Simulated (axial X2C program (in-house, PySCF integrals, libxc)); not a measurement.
# All-electron X2C curves of TlSi, part 2 of 2

Computed with an in-house X2C program for linear molecules on PySCF integrals; all-electron X2C, Tl dyall-cv3z, Si dyall-v3z.

**16. MP2 and beyond, 2c**

Correlated methods: 17 electrons correlated (frozen shells, counted by type: Tl 5 s, 4 p, 2 d, 1 f; Si 2 s, 1 p), 245 virtual spinors in MP2, 140 natural virtuals in coupled cluster.

Output of the correlated part at 2.642 Å:

```text
correlated 17  virtual 245  natural virtual 140  E(MP2) -0.535987152  MP2 remainder -0.010602715
iter   CCSD correlation   residual
   1     -0.488191619   1.50e-01
   2     -0.502299718   5.09e-02
   3     -0.503720072   2.30e-02
   4     -0.503753104   1.11e-02
   5     -0.503990148   7.13e-03
   6     -0.504015770   4.26e-03
   7     -0.504021096   2.81e-03
   8     -0.504086157   1.97e-03
   9     -0.504052169   1.22e-03
  10     -0.504074258   6.13e-04
  11     -0.504067486   3.07e-04
  12     -0.504074595   1.65e-04
  13     -0.504075017   9.95e-05
  14     -0.504075008   6.42e-05
  15     -0.504075199   3.89e-05
  16     -0.504075185   2.13e-05
  17     -0.504075270   1.17e-05
  18     -0.504075370   7.60e-06
  19     -0.504075369   5.67e-06
(T) -0.021343823  T1 0.0325  D1 0.0934  max T2 0.060
```

MP2: No constants are quoted: the reference changes its character somewhere along the scan, so the fit is set aside.

CCSD: No constants are quoted: the reference changes its character somewhere along the scan, so the fit is set aside.

CCSD(T): No constants are quoted: the reference changes its character somewhere along the scan, so the fit is set aside.

**17. A higher determinant, 2c**

State: Ω = 1/2 (excess of +ω over −ω: 2 × ω = -1/2, ω = 3/2).

Output at the reference distance:

```text
two-component X2C + atomic mean field  PBE0
basis functions 208  fitting functions 1167  grid points 5080
iter        total energy     max residual
   1     -20543.382092108     3.54e+01
   2     -20544.110414352     1.44e+00
   3     -20544.126787335     2.13e-01
   4     -20544.128849740     3.75e-01
   5     -20544.130001378     4.89e-02
   6     -20544.130030599     1.57e-02
   7     -20544.130057050     1.18e-02
   8     -20544.130059237     2.72e-03
   9     -20544.130059975     1.33e-03
  10     -20544.130060018     5.85e-04
  11     -20544.130060036     1.79e-04
  12     -20544.130060037     7.98e-05
  13     -20544.130060038     3.75e-05
  14     -20544.130060038     5.21e-06
converged
one-electron -28560.85057284  Coulomb 8216.22104655  exact exchange -100.24639669  xc functional -307.02455637  nuclear repulsion 227.13359469  atomic mean-field constant -19.36317539
```

| R (Å) | E above the lowest PBE0 point (eV) |
| --- | --- |
| 2.299 | 0.863 |
| 2.404 | 0.588 |
| 2.483 | 0.471 |
| 2.563 | 0.411 |
| 2.642 | 0.393 |
| 2.735 | 0.411 |
| 2.827 | 0.459 |
| 2.946 | 0.549 |
| 3.091 | 0.683 |

Re = 2.644 Å, ωe = 233.7 cm⁻¹, ωexe = 1.02 cm⁻¹, Be = 0.09797 cm⁻¹, μ = -2.29 D. Te = 0.39 eV.

State: Ω = 1/2 (excess of +ω over −ω: ω = 1/2).

Output at the reference distance:

```text
two-component X2C + atomic mean field  PBE0
basis functions 208  fitting functions 1167  grid points 5080
iter        total energy     max residual
   1     -20543.364894444     3.38e+01
   2     -20544.099795486     1.31e+00
   3     -20544.116240956     1.85e-01
   4     -20544.118679555     3.50e-01
   5     -20544.119971787     5.57e-02
   6     -20544.120009390     3.73e-02
   7     -20544.120101486     1.31e-02
   8     -20544.120105624     3.34e-03
   9     -20544.120107362     2.12e-03
  10     -20544.120108082     9.92e-04
  11     -20544.120109116     2.40e-03
  12     -20544.120109732     5.53e-04
  13     -20544.120109781     3.32e-04
  14     -20544.120109802     1.66e-04
  15     -20544.120109807     1.13e-04
  16     -20544.120109808     3.63e-05
  17     -20544.120109808     1.37e-05
converged
one-electron -28561.74262144  Coulomb 8217.09263167  exact exchange -100.23632326  xc functional -307.00421608  nuclear repulsion 227.13359469  atomic mean-field constant -19.36317539
```

| R (Å) | E above the lowest PBE0 point (eV) |
| --- | --- |
| 2.299 | 1.080 |
| 2.404 | 0.829 |
| 2.483 | 0.725 |
| 2.563 | 0.675 |
| 2.642 | 0.663 |
| 2.735 | 0.685 |
| 2.827 | 0.730 |
| 2.946 | 0.789 |
| 3.091 | 0.878 |

No constants are quoted: the solution changes its character somewhere along the scan, so the fit is set aside.

**18. The 2c curves together**

Energy (eV) of the followed determinant, 2c, from each level's lowest point:

| R (Å) | PBE0 | HF (jumps) | MP2 (its reference jumps) | CCSD (its reference jumps) | CCSD(T) (its reference jumps) | B3LYP | TPSS | PBE |
| --- | --- | --- | --- | --- | --- | --- | --- | --- |
| 2.299 | 0.425 | 0.658 | 0.406 | n/a | n/a | 0.459 | 0.460 | 0.459 |
| 2.404 | 0.174 | 0.330 | 0.157 | 0.213 | 0.201 | 0.205 | 0.199 | 0.201 |
| 2.483 | 0.068 | 0.173 | 0.055 | 0.092 | 0.084 | 0.090 | 0.085 | 0.086 |
| 2.563 | 0.014 | 0.074 | 0.007 | 0.025 | 0.021 | 0.026 | 0.023 | 0.023 |
| 2.642 | 0.000 | 0.020 | 0.000 | 0.000 | 0.000 | 0.000 | 0.000 | 0.000 |
| 2.735 | 0.021 | 0.000 | 0.032 | 0.012 | 0.016 | 0.007 | 0.011 | 0.010 |
| 2.827 | 0.073 | 0.016 | 0.097 | 0.056 | 0.064 | 0.043 | 0.052 | 0.049 |
| 2.946 | 0.169 | 0.072 | 0.213 | 0.147 | 0.161 | 0.120 | 0.133 | 0.130 |
| 3.091 | 0.314 | 0.174 | 0.388 | n/a | n/a | 0.242 | 0.261 | 0.255 |
| 3.303 | 0.550 | 0.346 | 0.672 | n/a | n/a | 0.445 | 0.472 | 0.461 |
| 3.593 | 0.874 | 0.549 | 1.044 | n/a | n/a | 0.727 | 0.761 | 0.745 |
| 3.963 | 1.223 | 0.692 | 1.344 | n/a | n/a | 1.043 | 1.083 | 1.060 |

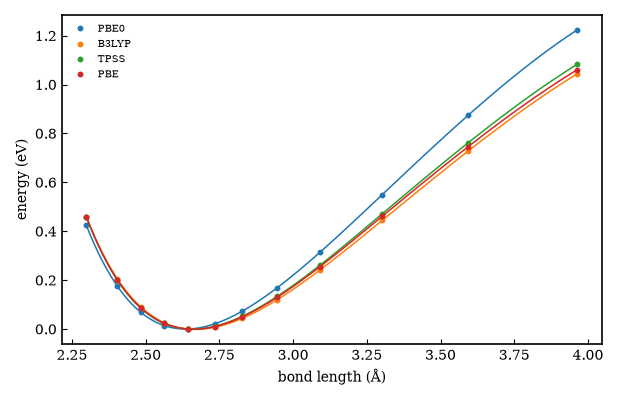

Curves of the followed state, 2c, each from its own lowest point. Left out: HF, MP2, CCSD, CCSD(T).

Time for the job: 40 min (2 threads of Intel Xeon at 2.50GHz (Skylake/Cascade Lake), shared host); peak memory 2.5 GiB.

**19. Results**

What follows sums up all 2 parts.

Lowest determinant that the search found at its distance, spin-free: M_S = 3/2, Λ = 0 (beyond closed shells: σα, π+α, π-α).

Lowest determinant that the search found at its distance, 2c: Ω = 3/2 (excess of +ω over −ω: ω = 3/2).

```tsv
Hamiltonian	level	Re (Å)	ωe (cm⁻¹)	De (eV)	μ (D)
spin-free	PBE0	2.663	233.2	2.25	-2.53
spin-free	HF	2.757	213.7	1.37	-3.61
spin-free	MP2	2.647	241.5	2.12	n/a
spin-free	CCSD	2.686	230.5	1.96	n/a
spin-free	CCSD(T)	2.677	233.4	2.07	n/a
spin-free	B3LYP	2.699	220.4	2.02	-2.36
spin-free	TPSS	2.683	223.5	2.31	-2.53
spin-free	PBE	2.687	222.9	2.37	-2.30
2c	PBE0	2.636	233.3	1.79	-2.12
2c	B3LYP	2.669	217.7	1.52	-1.87
2c	TPSS	2.659	222.7	1.93	-2.17
2c	PBE	2.661	221.5	1.95	-1.93
```

Dipoles are positive if Si is the positive end. No constants: 2c HF (the solution changes its character somewhere along the scan, so the fit is set aside); 2c MP2 (the reference changes its character somewhere along the scan, so the fit is set aside); 2c CCSD (the reference changes its character somewhere along the scan, so the fit is set aside); 2c CCSD(T) (the reference changes its character somewhere along the scan, so the fit is set aside).

Time per point (s) on 2 threads of Intel Xeon at 2.50GHz (Skylake/Cascade Lake), shared host (2c runs); the times are rough: PBE0 4.7, B3LYP 4.6, TPSS 4.4, PBE 2.1.

What this shows: At PBE0, going from spin-free to two-component changes Re by -27 mÅ, ωe by +0.1 %, so spin–orbit coupling matters for this bond. De moves by -0.46 eV; both De rest on single-determinant atoms, which can miss part of an open shell's spin–orbit lowering.

De refers to Tl + Si, each in the lowest determinant found, which need not be this curve's own limit. The state is a single determinant with fixed occupations, the lowest that a limited PBE0 search found. De is counted from the lowest determinant-based energies of the atoms at the same level, without counterpoise correction. Density functionals use the spin component along the axis (collinear). CCSD and (T) use frozen natural virtuals with an MP2 correction for the truncation. The meta-GGAs lack a current-density term, which matters for open shells with orbital currents, atoms included. With several unpaired electrons one determinant need not be a pure state.
